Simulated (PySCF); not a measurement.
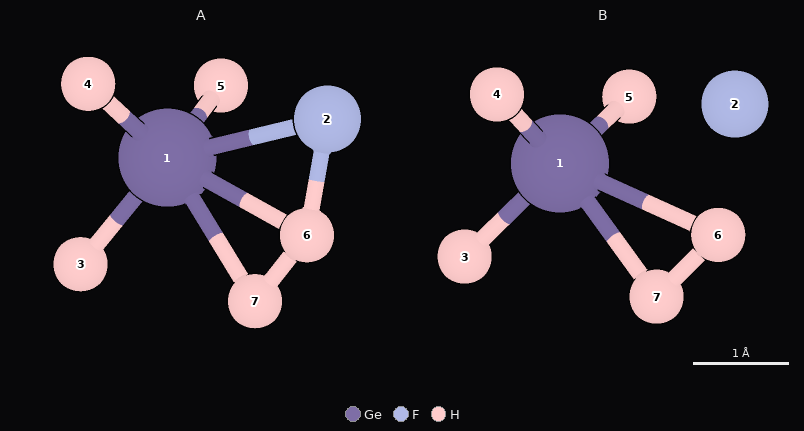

Two geometries of GeH5F (coarse preliminary run), drawn at one scale. One is the start of a relaxation, the other its converged end. A ball-and-stick model, seen at a tilt.

All numbers below come from RKS PBE0-D4/def2-SVP, partitioned rational-function steps on a Bofill-updated Hessian in PySCF. 

### Which geometry has the lower energy?

Structure A is the relaxed one. The reaction that was planned forms Ge1–H7, F2–H6 and breaks Ge1–F2, H6–H7 (atoms numbered from 1 in input order). H3 moves most after the best rigid fit: 0.24 Å. Largest moves by element: H 0.24 Å, F 0.17 Å, Ge 0.13 Å. Near-neighbour distances that change, for instance: Ge1–F2 2.257 → 2.025 Å, Ge1–H6 2.112 → 1.924 Å, F2–H6 1.391 → 1.248 Å, H6–H7 1.003 → 0.943 Å. Bond angles that change, for instance: H3–Ge1–H7 91.1° → 79.9°, H4–Ge1–H7 110.3° → 117.5°, H4–Ge1–H5 122.6° → 118.3°. Over 4 geometry steps the energy falls by 10.1 kcal/mol. Cost: 16 s on 4 threads of INTEL XEON PLATINUM 8581C @ 2.30GHz (shared host).
